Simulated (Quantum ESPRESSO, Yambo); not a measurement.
# Te2Mo (P6_3/mmc): Bethe-Salpeter spectra with Yambo, part 2 of 3

Aim: follow the lowest exciton of Te2Mo (P6_3/mmc) as the mesh is refined.

Quantum ESPRESSO 7.5 and Yambo 5.3.0; PBE and many-body steps on it, plane waves. Known limits of the many-body steps: not at the basis limit; no spin-orbit coupling in some runs; coarse k mesh; bindings not settled in the k mesh.

So far. Step 4 (Screening and self-energy, 3×3×1 mesh, 182 bands …): The gap on the mesh goes from 0.97 eV to 1.42 eV, a correction of +0.45 eV. Step 5 (Empty states on the mesh, 3×3×1 mesh, 194 bands): On this mesh the gap is 0.928 eV.

**7. Excitons**

Light makes an electron and a hole together. The Bethe-Salpeter equation adds their screened attraction and their exchange, in a window of bands around the gap.

This step: Bethe-Salpeter equation on PBE with a scissors shift with spin-orbit coupling, plane waves, norm-conserving pseudopotentials.

bse3.in reads:

```
optics
bss
bse
em1s
dipoles
rim_cut
RandQpts= 1000000
RandGvec= 1 RL
Chimod= "HARTREE"
BSKmod= "SEX"
BSEmod= "resonant"
BSSmod= "d"
BSENGexx= 20 Ry
BSENGBlk= 4 Ry
% BSEQptR
 1 | 1 |
%
% BSEBands
 115 | 132 |
%
% BEnRange
 0 | 4 | eV
%
% BDmRange
 0.1 | 0.1 | eV
%
BEnSteps= 81
% BLongDir
 1 | 0 | 0 |
%
% BndsRnXs
 89 | 194 |
%
NGsBlkXs= 4 Ry
% LongDrXs
 1 | 1 | 1 |
%
% KfnQP_E
 0.433 | 1.0 | 1.0 |
%
WRbsWF
FFTGvecs= 40 Ry
```

Launch:

```console
$ OMP_NUM_THREADS=4 mpirun -n 4 yambo -F bse3.in -J bse3 -C bse3 > bse3.log
```

The program printed:

```text
 Yambo, version 5.3.0

 [02] CORE Variables Setup
 =========================

  [... cell, symmetries and grids as in the set-up ...]

  [02.05] Energies & Occupations
  ==============================

  [X] === General ===
  [X] Electronic Temperature                        :  0.000000  0.000000 [eV K]
  [X] Bosonic    Temperature                        :  0.000000  0.000000 [eV K]
  [X] Finite Temperature mode                       : no
  [X] El. density                                   :  0.82783E+24 [cm-3]
  [X] Fermi Level                                   :  13.94496 [eV]

  [X] === Gaps and Widths ===
  [X] Conduction Band Min                           :  0.927953 [eV]
  [X] Valence Band Max                              :  0.000000 [eV]
  [X] Filled Bands                                  :  124
  [X] Empty Bands                                   :  125  194
  [X] Direct Gap                                    :  0.972030 [eV]
  [X] Direct Gap localized at k                     :  3
  [X] Indirect Gap                                  :  0.927953 [eV]
  [X] Indirect Gap between kpts                     :  1  3
  [X] Last valence band width                       :  0.738234 [eV]
  [X] 1st conduction band width                     :  1.612811 [eV]

 [03] Transferred momenta grid and indexing
 ==========================================

 [BZ sampling] Q-grid is User defined and/or read from the database

 IBZ Q-points                                      :  3
 BZ  Q-points                                      :   9

 K/Q-points units:
 rlu = crystal or reduced units; cc = cartesian coordinates; iku = interal k-units

 Q [1]          [rlu]:  0.000000  0.000000  0.000000
 Q [2]          [rlu]:  0.88392E-16  0.33333       0.0000
 Q [3]          [rlu]:  0.333333  0.333333  0.000000

  [03.01] X + BSE indexes
  =======================

   [03.01.01] Sigma indexes
   ========================

 [04] Coloumb potential Random Integration (RIM)
 ===============================================

  [04.01] RIM initialization
  ==========================

  * Diagonal components only detected *

  8 x (sBL volume)        :  0.218128 [a.u.]
  sBZ random points       :  1000000
  Points outside the sBZ  :   7981908
  RL volume               :  0.245393 [a.u.]
  Integrated volume       :  0.245950 [a.u.]

  [04.02] RIM integrals
  =====================

  Gamma point sphere radius             :  0.109191 [a.u.]
  Points outside the sphere             :   799866
  [Int_sBZ(q=0) 1/q^2]*(Vol_sBZ)^(-1/3) =:  7.605463
                                 should be <:  7.795600

  Summary of Coulomb integrals for non-metallic bands |Q|[au] RIM/Bare

  Q [1] 0.100000E-4 0.975610 * Q [2] 0.363755 1.111704
  Q [3] 0.630042 1.038263

 [05] External/Internal QP corrections
 =====================================

 [QP_apply] Action to be applied: USER defined scissor

  [05.01]  QP corrections report
  ==============================

  [K+QP] === General ===
  [K+QP] Electronic Temperature                     :  0.000000  0.000000 [eV K]
  [K+QP] Bosonic    Temperature                     :  0.000000  0.000000 [eV K]
  [K+QP] Finite Temperature mode                    : no
  [K+QP] El. density                                :  0.82783E+24 [cm-3]
  [K+QP] Fermi Level                                :  0.000000 [eV]

  [K+QP] === Gaps and Widths ===
  [K+QP] Conduction Band Min                        :  1.360953 [eV]
  [K+QP] Valence Band Max                           :  0.000000 [eV]
  [K+QP] Filled Bands                               :  124
  [K+QP] Empty Bands                                :  125  194
  [K+QP] Direct Gap                                 :  1.405030 [eV]
  [K+QP] Direct Gap localized at k                  :  3
  [K+QP] Indirect Gap                               :  1.360953 [eV]
  [K+QP] Indirect Gap between kpts                  :  1  3
  [K+QP] Last valence band width                    :  0.738234 [eV]
  [K+QP] 1st conduction band width                  :  1.612811 [eV]

  [coarse-grid] Minimum Bare Gap        [ev]:  0.927953
  [coarse-grid] Minimum Gap Correction  [ev]:  0.433000

  Eqp @ K [1]
  -159.2361 -159.2361 -159.2361 -159.2361 -159.2360 -159.2360 -159.2360 -159.2360
  -116.0537 -116.0537 -116.0537 -116.0537 -116.0536 -116.0536 -116.0536 -116.0536
  -106.3679 -106.3679 -106.3679 -106.3679 -106.3678 -106.3678 -106.3678 -106.3678
  -106.3251 -106.3251 -106.3250 -106.3250 -106.3249 -106.3249 -106.3249 -106.3249
  -60.82197 -60.82197 -60.82197 -60.82197 -37.55660 -37.55660 -37.55629 -37.55629
  -37.55268 -37.55268 -37.55253 -37.55253 -37.51072 -37.51072 -37.51028 -37.51028
[...]
[... 13 further rows ...]
[...]
15.17300  15.17326
  Eqp @ K [2]
[...]
[... 13 further rows ...]
[...]
16.01148  16.01149
  Eqp @ K [3]
[...]
-36.07494 -36.07494 -36.05739 -36.05739 -36.05687 -36.05687 -36.03702 -36.03702
  -36.03538 -36.03538 -36.02603 -36.02603 -36.00336 -36.00336 -35.98025 -35.98025
     [... 13 further rows ...]
   14.66324  14.66324  15.72513  15.72513  15.81433  15.81433  16.59878  16.59885
   16.98907  16.98914

 [06] Dipoles
 ============

  [06.01] Setup: observables and procedures
  =========================================

  [WARNING] [x,Vnl] slows the Dipoles computation. To neglect it rename the ns.kb_pp file

  [WARNING] [r,Vnl^pseudo] included in position and velocity dipoles.

  [WARNING] In case H contains other non local terms, these are neglected

 [07] Static Dielectric Matrix
 =============================

 [WR./bse3//ndb.em1s]------------------------------------------------------------
  Brillouin Zone Q/K grids (IBZ/BZ)                :   3   9   3   9
  RL vectors                                       :   4349 [WF]
  Coulomb cutoff potential                         : none
  Electronic Temperature                           :  0.000000 [K]
  Bosonic    Temperature                           :  0.000000 [K]
  Static diel. fun.  energies                      : Perdew, Burke & Ernzerhof(X)+Perdew, Burke & Ernzerhof(C)
  wavefunctions                                    : Perdew, Burke & Ernzerhof(X)+Perdew, Burke & Ernzerhof(C)
  Global Gauge                                     : length
  X matrix size                                    :  149
  X band range                                     :   89  194
  X e/h energy range                               : -1.000000 -1.000000 [eV]
  X Time ordering                                  : T
  X Hxc Kernel                                     : HARTREE
  X Drude frequency                                :  0.000000  0.000000
  X poles                                          :  100.0000 [o/o]
  RL vectors in the sum                            :   4349
  [r,Vnl] included                                 : yes
  Field direction                                  :  0.577350E-5  0.577350E-5  0.577350E-5
  BZ energy Double Grid                            : no
  BZ energy DbGd points                            : 0
  BZ Q point size factor                           : -1.000000
  X Optical Averaged directions                    : none

 [08] Bethe Salpeter Equation driver
 ===================================

  [08.01] Bethe Salpeter Equation @q1
  ===================================

   [08.01.01] Transition pre-analysis @q1
   ======================================

   [08.01.02] Transition Groups build-up @q1
   =========================================

   [BSK] Transition groups (total):   6
   [BSK] Size (resonant):   720
   [BSK]         (total):   720
   [BSK] N. of matrices :  1

   [08.01.03] Loading Dipoles @q1
   ==============================

   [08.01.04] Independent Particles properties @q1
   ===============================================

   ==========================================================

   [BSE] Exchange components :  1573
   [BSE] Correlation components :   149   951

    [08.01.05.01] Screened interaction header I/O
    =============================================

    [08.01.05.02] Main kernel loop
    ==============================

    [08.01.05.03] Wave-Function Phases
    ==================================

    [BSE] WF phases found       :  30.24691 [o/o]

   [08.01.06] BSE solver(s) @q1
   ============================

   [08.01.07] Diago Solver @q1
   ===========================

 [11] Game Over & Game summary
```

It took 7.8 s on 4 MPI ranks of Arm Neoverse V2, shared host; peak memory 1.5 GiB; 61 s of CPU time.

Numbers from this step:

| Quantity | Value |
| --- | --- |
| transitions in the window | 720 |
| direct gap of the transition levels | 1.405 eV |
| lowest state | 1.085 eV |
| first strong exciton (over a fiftieth of the strongest listed) | 1.101 eV |
| binding of the lowest state below the direct gap | 0.3198 eV |
| Coulomb term of one mesh cell | 0.1940 eV |

The binding is 1.6 times the screened Coulomb term of one mesh cell (0.19 eV), so it is not shown settled.

The lowest state lies at 1.085 eV, 0.320 eV under the direct gap.

Lines within 3 meV are set at the lowest of them, and the highest group, which the list may cut short, is left out; lines within 3 meV are set at the lowest of them, and the highest group, which the list may cut short, is left out. Lines of the exciton spectrum (strongest = 100):

```
position (eV)  lines merged  strength, relative
        1.085             4                 0.0
        1.101             4                  73
        1.223             4                 0.0
        1.304             4                 100
        1.422             2                  21
        1.429             3                 0.0
        1.453             1                 0.0
```

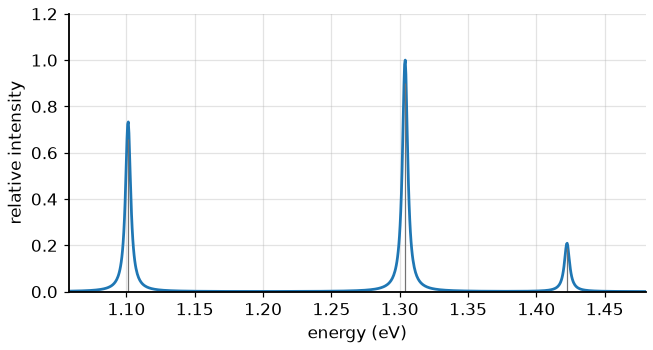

The exciton spectrum, broadened with Lorentzians of width 0.0046 eV; bars mark the lines.

The ε₂ has structure finer than the step of the table below, so its rows give means over 0.25 eV, whole bins alone (the curve runs from 0 to 4 eV). Peaks (eV: height): BSE 1.300: 33.7, 2.500: 28.6, 3.000: 32.8; no electron-hole interaction 1.400: 41.7, 1.750: 25.1, 3.200: 28.3.

Field along x; broadening 0.1 eV; transition window only. Limits: finite bands, cutoff and mesh; coarse k mesh; exciton not shown settled in the k mesh. Table of ε₂ by photon energy; means over each step:

```
photon energy (eV)    BSE  no electron-hole interaction
              0.25  0.729                         0.507
              0.50   1.26                         0.764
              0.75   2.99                          1.33
              1.00   14.4                          3.13
              1.25   28.0                          16.1
              1.50   16.7                          27.4
              1.75   6.15                          19.5
              2.00   4.21                          6.23
              2.25   8.53                          3.90
              2.50   22.3                          7.02
              2.75   20.0                          19.8
              3.00   27.4                          21.8
              3.25   10.8                          22.7
              3.50   5.70                          9.75
              3.75   4.22                          4.94
```

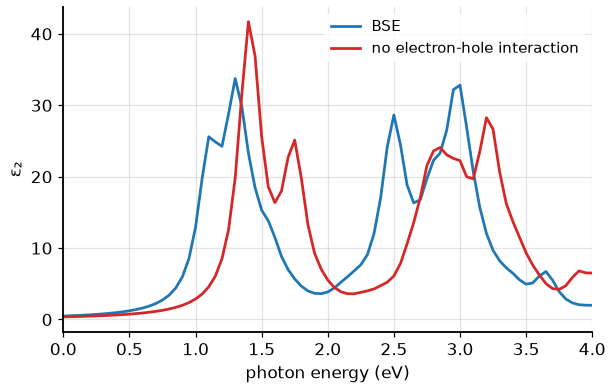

ε₂, plotted against photon energy.

**8. Empty states on the mesh, 6×6×2 mesh, 194 bands**

This step: Quantum ESPRESSO 7.5; DFT, PBE with spin-orbit coupling, plane waves, norm-conserving pseudopotentials.

pw.in reads:

```
&control
  calculation = 'nscf'
  prefix = 'x'
  outdir = 'o'
  pseudo_dir = 'pseudo'
/
&system
  ibrav = 0
  nat = 6
  ntyp = 2
  ecutwfc = 88.0
  nbnd = 194
  force_symmorphic = .true.
  noncolin = .true.
  lspinorb = .true.
/
&electrons
  conv_thr = 1e-9
  electron_maxstep = 80
  diago_full_acc = .true.
  diago_thr_init = 5e-6
/
ATOMIC_SPECIES
  Te 127.6 Te.upf
  Mo 95.95 Mo.upf
CELL_PARAMETERS angstrom
  3.5182000000 -0.0000000000 0.0000000000
  -1.7591000000 3.0468505756 0.0000000000
  0.0000000000 0.0000000000 13.9736000000
ATOMIC_POSITIONS crystal
  Te 0.3333333333 0.6666666667 0.6210000000
  Te 0.6666666667 0.3333333333 0.1210000000
  Te 0.3333333333 0.6666666667 0.8790000000
  Te 0.6666666667 0.3333333333 0.3790000000
  Mo 0.3333333333 0.6666666667 0.2500000000
  Mo 0.6666666667 0.3333333333 0.7500000000
K_POINTS automatic
  6 6 2 0 0 0
```

Launch:

```console
$ OMP_NUM_THREADS=1 mpirun -n 16 pw.x -nk 4 -in pw.in > pw.out
```

The program printed:

```text
[banner, memory and clock lines left out]
Program PWSCF v.7.5 starts

     Atomic positions and unit cell read from directory:
     o/x.save/

     Message from routine setup:
     using ibrav=0 with symmetry is DISCOURAGED, use correct ibrav instead

     bravais-lattice index     =            0
     lattice parameter (alat)  =       6.6484  a.u.
     unit-cell volume          =    1010.8264 (a.u.)^3
     number of atoms/cell      =            6
     number of atomic types    =            2
     number of electrons       =       124.00
[...]
28.9371  28.9377

          k = 0.0000 0.1925 0.0000 ( 14059 PWs)   bands (ev):

  -145.2911-145.2911-145.2911-145.2911-145.2910-145.2910-145.2910-145.2910
  -102.1088-102.1088-102.1088-102.1088-102.1087-102.1087-102.1087-102.1087
[...]
-22.0913 -22.0913 -22.0906 -22.0906 -22.0710 -22.0710 -22.0704 -22.0704
     [... 13 further rows ...]
    27.7764  27.7764  28.4661  28.4661  28.6834  28.6834  28.8929  28.8929
    28.9748  28.9748

          k = 0.0000 0.1925-0.1259 ( 14044 PWs)   bands (ev):

     [... further k-points ...]

     highest occupied, lowest unoccupied level (ev):    13.9450   14.7534

     XML data file, pseudopotentials, collected wavefunctions
```

Run time: 58 s. Hardware: 16 MPI ranks; peak memory 3 GiB.

Numbers from this step:

- gap: 0.8084 eV
- k of the valence top: 0, 0, 0
- k of the conduction bottom: 0.1667, 0.1667, 0
- least direct gap: 0.9720 eV
- k points computed: 14
- lowest point of the top converged band, above the valence top: 14.74 eV

On this mesh the gap is 0.808 eV.

**9. Conversion and set-up**

This step: Yambo 5.3.0; conversion and set-up on PBE with spin-orbit coupling, plane waves, norm-conserving pseudopotentials.

Launch:

```console
$ (cd o/x.save; p2y > p2y.log; mv SAVE ../..); yambo > setup.log
```

The program printed:

```text
 Yambo, version 5.3.0

 [02] CORE Variables Setup
 =========================

  [02.01] Unit cells
  ==================

  Cell kind             :  HCP
  Atoms in the cell     :  Te  Mo
  number of Te atoms    :   4
  number of Mo atoms    :  2

  List of atomic masses
  Mass of Te    :  127.6000
  Mass of Mo    :  95.95000

  List of atomic coordinates    : [cc]
  Te1       : -0.33242E-09   3.8385       16.398      order 1
  Te2       :  3.324217  1.919238  3.195160  order 2
  Te3       : -0.33242E-09   3.8385       23.211      order 3
[...]
Q [ 1]         [rlu]:  0.000000  0.000000  0.000000
 Q [ 2]         [rlu]:  0.000000  0.000000 -0.500000
 Q [ 3]         [rlu]:  0.44196E-16  0.16667       0.0000
[...]
Q [ 8]         [rlu]: -0.13259E-15 -0.50000     -0.50000
 Q [ 9]         [rlu]:  0.166667  0.166667  0.000000
 Q [10]         [rlu]:  0.166667  0.166667 -0.500000
 Q [11]         [rlu]:  0.166667  0.333333  0.000000
 Q [12]         [rlu]:  0.166667  0.333333 -0.500000
 Q [13]         [rlu]:  0.333333  0.333333  0.000000
 Q [14]         [rlu]:  0.333333  0.333333 -0.500000

  [03.01] X indexes
  =================

   [03.01.01] Sigma indexes
   ========================

 [06] Game Over & Game summary
```

Run time: 5 s. Hardware: 1 MPI rank; peak memory 0.26 GiB.

**10. k mesh (6×6×2)**

This step: Bethe-Salpeter equation on PBE with a scissors shift with spin-orbit coupling, plane waves, norm-conserving pseudopotentials.

bse5.in, as its differences from bse3.in of step 7:

```diff
@@ -18,3 +18,3 @@
 % BSEBands
- 115 | 132 |
+ 121 | 132 |
 %
```

Launch:

```console
$ OMP_NUM_THREADS=4 mpirun -n 4 yambo -F bse5.in -J bse5 -C bse5 > bse5.log
```

The program printed:

```text
 Yambo, version 5.3.0

 [02] CORE Variables Setup
 =========================

  [... cell, symmetries and grids as in the set-up ...]

  [02.05] Energies & Occupations
  ==============================

  [X] === General ===
  [X] Electronic Temperature                        :  0.000000  0.000000 [eV K]
  [X] Bosonic    Temperature                        :  0.000000  0.000000 [eV K]
  [X] Finite Temperature mode                       : no
  [X] El. density                                   :  0.82783E+24 [cm-3]
  [X] Fermi Level                                   :  13.94496 [eV]

  [X] === Gaps and Widths ===
  [X] Conduction Band Min                           :  0.808408 [eV]
  [X] Valence Band Max                              :  0.000000 [eV]
  [X] Filled Bands                                  :  124
  [X] Empty Bands                                   :  125  194
  [X] Direct Gap                                    :  0.972030 [eV]
  [X] Direct Gap localized at k                     :  13
  [X] Indirect Gap                                  :  0.808408 [eV]
  [X] Indirect Gap between kpts                     :   1   9
  [X] Last valence band width                       :  0.806868 [eV]
  [X] 1st conduction band width                     :  1.770881 [eV]

 [03] Transferred momenta grid and indexing
 ==========================================

 [BZ sampling] Q-grid is User defined and/or read from the database

 IBZ Q-points                                      :  14
 BZ  Q-points                                      :   72

 K/Q-points units:
 rlu = crystal or reduced units; cc = cartesian coordinates; iku = interal k-units

 Q [ 1]         [rlu]:  0.000000  0.000000  0.000000
 Q [ 2]         [rlu]:  0.000000  0.000000 -0.500000
[...]
X matrix size                                    :  149
  X band range                                     :   89  194
  X e/h energy range                               : -1.000000 -1.000000 [eV]
  X Time ordering                                  : T
  X Hxc Kernel                                     : HARTREE
  X Drude frequency                                :  0.000000  0.000000
  X poles                                          :  100.0000 [o/o]
  RL vectors in the sum                            :   4349
  [r,Vnl] included                                 : yes
  Field direction                                  :  0.577350E-5  0.577350E-5  0.577350E-5
  BZ energy Double Grid                            : no
  BZ energy DbGd points                            : 0
  BZ Q point size factor                           : -1.000000
  X Optical Averaged directions                    : none

 [08] Bethe Salpeter Equation driver
 ===================================

  [08.01] Bethe Salpeter Equation @q1
  ===================================

   [08.01.01] Transition pre-analysis @q1
   ======================================

   [08.01.02] Transition Groups build-up @q1
   =========================================

   [BSK] Transition groups (total):  28
   [BSK] Size (resonant):  2304
   [BSK]         (total):  2304
   [BSK] N. of matrices :  1

   [08.01.03] Loading Dipoles @q1
   ==============================

   [08.01.04] Independent Particles properties @q1
   ===============================================

   ==========================================================

   [BSE] Exchange components :  1573
   [BSE] Correlation components :   149   987

    [08.01.05.01] Screened interaction header I/O
    =============================================

    [08.01.05.02] Main kernel loop
    ==============================

    [08.01.05.03] Wave-Function Phases
    ==================================

    [BSE] WF phases found       :  43.45238 [o/o]

   [08.01.06] BSE solver(s) @q1
   ============================

   [08.01.07] Diago Solver @q1
   ===========================

 [11] Game Over & Game summary
```

The job ended after 81 s (4 MPI ranks; peak memory 2.3 GiB; 14 min of CPU time).

Numbers from this step:

- transitions in the window: 2304
- direct gap of the transition levels: 1.405 eV
- lowest state: 1.265 eV
- first strong exciton (over a fiftieth of the strongest listed): 1.265 eV
- binding of the lowest state below the direct gap: 0.1395 eV
- Coulomb term of one mesh cell: 0.1075 eV

The binding is 1.3 times the screened Coulomb term of one mesh cell (0.11 eV), so it is not shown settled.

The lowest state lies at 1.265 eV, 0.140 eV under the direct gap.

The window of bands is narrower than in the first exciton run, so this row is not like for like with it.

[end of part 2 of 3]

[Paths, hosts, dates, memory and timing lines, banners, echoed tables and standing remarks are left out of the program output.]

[Logs are printed without paths, hosts, clocks, repeated set-up lines and the standing remarks that a program may print on its own settings, such as how far it seeks lower states.]

[Runs of the session that timed out or met a known fault of the program may be left out.]

[Hosts, paths, dates, database ids (printed as entryN), source tags and the programs' standing remarks are cut or masked in the printed files.]
